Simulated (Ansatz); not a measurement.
## Al2Pt: the spin part of the Knight shift

Wanted: spin susceptibility and spin part of the Knight shift of Al2Pt, from the response to a Zeeman field.

Main program and level: Ansatz 0.2.0; DFT, PBE, plane-wave PAW, default files (PAW set soft_2), collinear spin, scalar-relativistic.

The database entry behind the starting cell differs from later determinations by our own check (0.1 to 0.3 % short, probably kX units), so it need not match the best structure at ambient conditions.

## (1) The starting structure

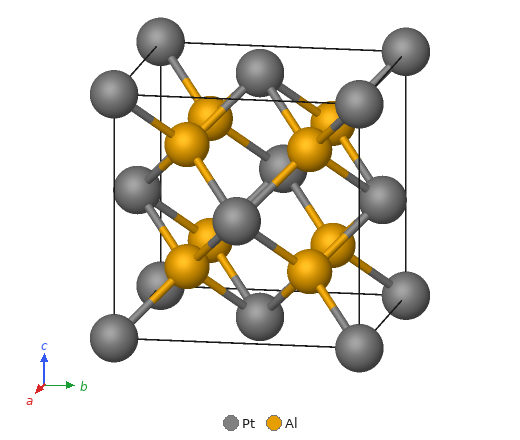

Start, viewed slightly off an axis; platinum grey, aluminium orange. This picture shows the conventional cell, with its axes. Some periodic images of atoms are drawn too.

The cell is an entry of the Crystallography Open Database; it need not be the form that is stable at ambient conditions.

## (2) The crystal in a Zeeman field

A field acting on the spins alone polarises the electrons at the Fermi level, and through exchange the cores. The spin density that this leaves at a nucleus gives the contact field (2μ₀/3) μB ρ_s, and its ratio to B is the isotropic contact shift K; the spin-dipolar anisotropy is not included. The field, 300 T, is far above laboratory fields so that the moment stands clear of numerical noise; it splits the spins by 35 meV, against a smearing of 70 meV. The net moment comes from states near the Fermi level, so the mesh must be dense.

Input file input.yaml:

```yaml
crystal:
  lattice:
    - [0.0, 2.955, 2.955]
    - [2.955, 0.0, 2.955]
    - [2.955, 2.955, 0.0]
  atoms:
    - { symbol: Pt, position: [0.0, 0.0, 0.0] }
    - { symbol: Al, position: [0.75, 0.75, 0.75] }
    - { symbol: Al, position: [0.25, 0.25, 0.25] }
kpoints:
  mp_grid: { grid: [13, 13, 13] }
scf:
  lower_state_search: "off"
  occupations: { method: fermi_dirac, width: 0.07 }
  convergence: { dr2_threshold: 1.0e-10 }
hamiltonian:
  xc: pbe
output:
  efg: { contact_densities: true, quadrupole_moments_barn: { Al: 0.1466 } }
  forces: false
  dos: { de: 0.02 }
  write_density: true
  write_potential: true
  elf: true
  volumetric_format: npy
magnetization:
  spin_polarized: true
  magnetic_field: 300
```

Launch:

```
> ansatz run input.yaml --threads 4 --pin off --max-ram 8192MiB --backend cpu --events-out ev --progress --plain --runs-dir out
```

Numbers of over 12 decimals in the logs are rounded to 6 here.

The program printed:

```text
[a pick of lines, long numbers rounded; other set-up, energy and force rows are left out]
Functional definition: PBE
Basis set: ecut = 420 eV, 965 PW (Γ)
Symmetry: 48 space group operations
k-points: 84 of 2197
SCF iter   1: F=—  HF=-13601.779345 eV  |F-HF|=—  |Δ(HF+E_count)|=         —  Δρ=4.62e-2 (↑4.60e-2 ↓4.62e-2)  dr2=5.38e0  dr2_m=3.83e-5  M=0.023 μB ∫|m|=0.023 μB  β_m=1.00  ethr=3.10e-3  ⟨swp⟩=5.6  Hψ=14456  notcnv=0
preconditioner: auto → Kerker (q_TF=auto, 2.401 Å⁻¹)  [metal: Δε(μ)=0.027 eV  Ē_g=8.478 eV  σ=0.070 eV  W_gap=0.09  n_scr=14 (ndim 8)  ℏωp=20.7 eV  f_vac=0.000  D(μ)=1.30/eV (n_scr^D=14)]
SCF iter   2: F=—  HF=-13600.869534 eV  |F-HF|=—  |Δ(HF+E_count)|=   9.10e-1  Δρ=2.28e-2 (↑2.28e-2 ↓2.27e-2)  dr2=1.06e0  dr2_m=1.97e-6  M=0.024 μB ∫|m|=0.024 μB  β_m=0.30  ethr=3.10e-3  ⟨swp⟩=2.3  Hψ=6174  notcnv=0  defer=46
SCF iter   3: F=—  HF=-13599.651310 eV  |F-HF|=—  |Δ(HF+E_count)|=    1.22e0  Δρ=2.09e-2 (↑2.09e-2 ↓1.87e-2)  dr2=1.07e-1  dr2_m=1.44e-1  M=1.550 μB ∫|m|=1.550 μB  ethr=3.10e-3  ⟨swp⟩=2.1  Hψ=4661  notcnv=0  defer=46
SCF iter   4: F=—  HF=-13600.514034 eV  |F-HF|=—  |Δ(HF+E_count)|=         —  Δρ=1.86e-2 (↑1.59e-2 ↓1.86e-2)  dr2=1.00e-1  dr2_m=1.06e-1  M=0.329 μB ∫|m|=0.333 μB  β_m=0.30  ethr=4.47e-4  ⟨swp⟩=2.8  Hψ=6099  notcnv=0  defer=66
SCF iter   5: F=—  HF=-13600.583520 eV  |F-HF|=—  |Δ(HF+E_count)|=   6.95e-2  Δρ=1.40e-2 (↑1.18e-2 ↓1.40e-2)  dr2=6.50e-2  dr2_m=5.79e-2  M=0.257 μB ∫|m|=0.262 μB  β_m=0.30  ethr=4.19e-4  ⟨swp⟩=1.1  Hψ=2801  notcnv=0  defer=66
SCF iter   6: F=—  HF=-13600.620273 eV  |F-HF|=—  |Δ(HF+E_count)|=   3.68e-2  Δρ=8.36e-3 (↑8.36e-3 ↓8.30e-3)  dr2=2.69e-3  dr2_m=3.19e-2  M=0.197 μB ∫|m|=0.202 μB  β_m=0.30  ethr=2.71e-4  ⟨swp⟩=2.0  Hψ=3400  notcnv=0  defer=66
SCF iter   7: F=—  HF=-13600.642191 eV  |F-HF|=—  |Δ(HF+E_count)|=   2.19e-2  Δρ=6.29e-3 (↑6.29e-3 ↓6.14e-3)  dr2=1.59e-3  dr2_m=1.76e-2  M=0.155 μB ∫|m|=0.160 μB  β_m=0.30  ethr=1.12e-5  ⟨swp⟩=1.7  Hψ=3478  notcnv=0  defer=66
SCF iter   8: F=—  HF=-13600.655854 eV  |F-HF|=—  |Δ(HF+E_count)|=   1.37e-2  Δρ=4.56e-3 (↑4.56e-3 ↓4.56e-3)  dr2=2.37e-4  dr2_m=9.80e-3  M=0.124 μB ∫|m|=0.128 μB  β_m=0.30  ethr=6.64e-6  ⟨swp⟩=2.1  Hψ=4615  notcnv=0  defer=66
SCF iter   9: F=—  HF=-13600.673994 eV  |F-HF|=—  |Δ(HF+E_count)|=         —  Δρ=3.13e-4 (↑3.13e-4 ↓3.00e-4)  dr2=1.44e-4  dr2_m=2.34e-5  M=0.019 μB ∫|m|=0.019 μB  β_m=0.30  ethr=9.88e-7  ⟨swp⟩=6.3  Hψ=12654  notcnv=0  defer=4
SCF iter  10: F=—  HF=-13600.674036 eV  |F-HF|=—  |Δ(HF+E_count)|=   4.17e-5  Δρ=2.54e-4 (↑2.54e-4 ↓2.17e-4)  dr2=9.97e-5  dr2_m=1.29e-5  M=0.020 μB ∫|m|=0.020 μB  β_m=0.65  ethr=6.00e-7  ⟨swp⟩=1.0  Hψ=4200  notcnv=0  defer=4
SCF iter  11: F=—  HF=-13600.674141 eV  |F-HF|=—  |Δ(HF+E_count)|=   1.05e-4  Δρ=7.53e-5 (↑7.53e-5 ↓6.32e-5)  dr2=1.80e-5  dr2_m=1.05e-7  M=0.024 μB ∫|m|=0.024 μB  β_m=0.73  ethr=4.15e-7  ⟨swp⟩=2.1  Hψ=3934  notcnv=0  defer=4
SCF iter  12: F=—  HF=-13600.674153 eV  |F-HF|=—  |Δ(HF+E_count)|=   1.24e-5  Δρ=3.41e-5 (↑3.05e-5 ↓3.41e-5)  dr2=2.69e-6  dr2_m=2.07e-7  M=0.024 μB ∫|m|=0.024 μB  β_m=0.86  ethr=7.49e-8  ⟨swp⟩=2.0  Hψ=3904  notcnv=0  defer=4
SCF iter  13: F=—  HF=-13600.674156 eV  |F-HF|=—  |Δ(HF+E_count)|=   3.12e-6  Δρ=5.72e-6 (↑5.72e-6 ↓5.55e-6)  dr2=1.82e-8  dr2_m=1.14e-8  M=0.024 μB ∫|m|=0.024 μB  β_m=0.93  ethr=1.12e-8  ⟨swp⟩=2.1  Hψ=4080  notcnv=0  defer=4
SCF iter  14: F=—  HF=-13600.674156 eV  |F-HF|=—  |Δ(HF+E_count)|=   2.80e-8  Δρ=1.45e-6 (↑1.45e-6 ↓7.20e-7)  dr2=1.30e-9  dr2_m=3.52e-10  M=0.024 μB ∫|m|=0.024 μB  β_m=0.97  ethr=7.60e-11  ⟨swp⟩=2.0  Hψ=4174  notcnv=0  defer=4
SCF iter  15: F=-13600.674156 eV  HF=-13600.674156 eV  |F-HF|=5.82e-11  |Δ(HF+E_count)|=  7.46e-10  Δρ=2.23e-7 (↑1.67e-7 ↓2.23e-7)  dr2=9.50e-11  dr2_m=1.54e-12  M=0.024 μB ∫|m|=0.024 μB  β_m=0.98  ethr=1.00e-12  ⟨swp⟩=1.8  Hψ=8269  notcnv=0
SCF iter  16: F=-13600.674156 eV  HF=-13600.674156 eV  |F-HF|=3.64e-12  |Δ(HF+E_count)|=  3.64e-12  Δρ=4.41e-8 (↑4.41e-8 ↓3.00e-8)  dr2=2.72e-12  dr2_m=1.54e-13  M=0.024 μB ∫|m|=0.024 μB  β_m=0.99  ethr=1.00e-12  ⟨swp⟩=1.0  Hψ=6662  notcnv=0
SCF iter  17: F=-13600.674156 eV  HF=-13600.674156 eV  |F-HF|=1.82e-12  |Δ(HF+E_count)|=  1.82e-12  Δρ=9.92e-9 (↑9.92e-9 ↓7.54e-9)  dr2=1.63e-13  dr2_m=4.42e-15  M=0.024 μB ∫|m|=0.024 μB  ethr=1.00e-12  ⟨swp⟩=1.0  Hψ=6333  notcnv=0
SCF converged after 17 iterations
Magnetization: 0.0239 μB (12.0120 up, 11.9880 down)
Absolute magnetization: 0.0239 μB (∫|ρ↑−ρ↓|, with the PAW one-centre terms)
Per-site moments (μB) at R_I (Å): [(0.00488696, 1.055631), (0.00318266, 1.055631), (0.00318266, 1.055631)]
Free energy (F): -13600.674156 eV
Fermi energy:    11.406387 eV
--- PAW observables at the nuclei: V_zz in 10²¹ V/m², potentials from the cell's mean, atoms counted from 1 ---
  atom   1  Pt V_zz =    -0.000000   η = 0.0000   by run symmetry: forbidden
            electrostatic potential = -16114.197627 V   contact ρ = 12084762.450233 e/Å³   contact ρ_s (e/Å³): all electrons +0.155939, valence +0.169240
  atom   2  Al V_zz =    -0.000000   η = 0.0000   by run symmetry: forbidden   C_q = -0.0000 MHz
            electrostatic potential = -1234.108709 V   contact ρ = 10084.724868 e/Å³   contact ρ_s (e/Å³): all electrons +0.021005, valence +0.020929
  atom   3  Al V_zz =    -0.000000   η = 0.0000   by run symmetry: forbidden   C_q = -0.0000 MHz
            electrostatic potential = -1234.108709 V   contact ρ = 10084.724868 e/Å³   contact ρ_s (e/Å³): all electrons +0.021005, valence +0.020929
--- Band table (eV; the first three rows and the last of 168) ---
  k-point 0 ↑: bands = ["-87.4921", "-41.7259", "-41.7259", "-41.7259", "1.1509", "6.3181", "6.3181", "6.3181", "7.6707", "7.6707", "14.3384", "15.1866", "15.1866", "15.1866", "16.7861", "16.7861", "16.7861"]
  k-point 1 ↑: bands = ["-87.4921", "-41.7261", "-41.7259", "-41.7259", "1.2326", "6.2686", "6.3459", "6.3459", "7.6607", "7.6607", "13.9786", "14.5701", "14.9458", "14.9458", "17.0575", "17.0575", "17.4004"]
  k-point 2 ↑: bands = ["-87.4921", "-41.7265", "-41.7260", "-41.7260", "1.4745", "6.1347", "6.4202", "6.4202", "7.6420", "7.6420", "12.4150", "14.4216", "14.4216", "14.7790", "17.1764", "17.2071", "17.2071"]
  k-point 83 ↓: bands = ["-87.4550", "-41.6903", "-41.6901", "-41.6894", "5.1873", "5.3952", "6.1734", "6.4158", "7.5871", "8.0482", "8.5992", "8.8217", "10.5934", "16.3685", "16.6611", "17.3670", "18.2138"]
```

Wall time 4.7 s (4 threads of Arm Neoverse V1, shared host); peak memory 0.5 GiB; 16 s of CPU time.

The moment is 0.0239 μB a cell, a spin susceptibility of 14.8 × 10⁻⁶ emu per mole of atoms. With 7.769 T for 1 e/Å³:

```csv
site,nucleus,contact shift (ppm),from valence states,rest (mostly cores)
Pt,195Pt,4040,4380,-344
Al,27Al,544,542,2.0
```

The split depends on the files: semicore shells that they treat as valence count in the first part.

## (3) Is the response linear?

The shift is a ratio that holds only while the moment grows in step with the field, so the field is doubled.

Changes to input.yaml since step 2:

```diff
@@ -20,9 +20,4 @@
   forces: false
-  dos: { de: 0.02 }
-  write_density: true
-  write_potential: true
-  elf: true
-  volumetric_format: npy
 magnetization:
   spin_polarized: true
-  magnetic_field: 300
+  magnetic_field: 600
```

The program printed:

```text
[a pick of lines, long numbers rounded; other set-up, energy and force rows are left out]
[...]
Basis set: ecut = 420 eV, 965 PW (Γ)
Symmetry: 48 space group operations
k-points: 84 of 2197
[...]
SCF converged after 16 iterations
Magnetization: 0.0479 μB (12.0240 up, 11.9760 down)
Absolute magnetization: 0.0479 μB (∫|ρ↑−ρ↓|, with the PAW one-centre terms)
Per-site moments (μB) at R_I (Å): [(0.0098036, 1.055631), (0.00637959, 1.055631), (0.00637959, 1.055631)]
Free energy (F): -13600.674780 eV
Fermi energy:    11.406443 eV
[...]
atom   1  Pt V_zz =    +0.000000   η = 0.0000   by run symmetry: forbidden
[...]
atom   2  Al V_zz =    -0.000000   η = 0.0000   by run symmetry: forbidden   C_q = -0.0000 MHz
[...]
atom   3  Al V_zz =    -0.000000   η = 0.0000   by run symmetry: forbidden   C_q = -0.0000 MHz
[...]
```

Elapsed: 4 s, on 4 threads; peak memory 0.48 GiB; 13 s of CPU time.

The moment goes from 0.0239 to 0.0479 μB, a factor of 2.01, and the shift of Pt from 4040 to 3980 ppm. The response is linear on all sites, to 3 % of the larger of shift and valence part or 3 ppm; the largest move is -55 ppm, on Pt.

## (4) Other settings

Each row names what differs in the settings from the first run, the PAW files staying the same unless named (PBE, default files (PAW set soft_2), mesh 13×13×13, fermi dirac smearing of 0.07 eV, cutoff 420 eV, 300 T). Shifts in ppm; times on 4 threads of Arm Neoverse V1, shared host.

```csv
run,time,χ_s (10⁻⁶ emu/mol),Pt,Al
first run,4.7 s,14.8,4040,544
mesh 7×7×7,2.1 s,27.6,11700,816
mesh 5×5×5,1.7 s,54.5,26800,1930
mesh 16×16×16,6.3 s,15.1,4020,497
```

## (5) Results

```
195Pt contact shift : 4040 ppm
27Al contact shift  : 544 ppm
spin susceptibility : 14.8 × 10⁻⁶ emu per mole of atoms
```

**Reading.** The spin part of the Knight shift is 4040 ppm on Pt and 544 ppm on Al in the first run. For its size, with shifts under 60 ppm counted as 60, Pt moves most with the settings. The finer mesh 16×16×16 changes the shift of Pt by -0.5 %; at least one site moves by over 5 %, so the first run is not converged in the mesh. Over the rows of this table on the first cell the shift spans 4020 to 26800 ppm on Pt and 497 to 1930 ppm on Al. 1 further run of this session (failed, refused or on trial settings) is not shown. The orbital shift is left out; on d- and f-block metals such as Pt it can be large. Spin-orbit coupling is missing.

[Logs are printed without paths, hosts, clocks, repeated set-up lines and the standing remarks that a program may print on its own settings, such as how far it seeks lower states.]

[Hosts, paths, dates, database ids (printed as entryN), source tags and the programs' standing remarks are cut or masked in the printed files.]
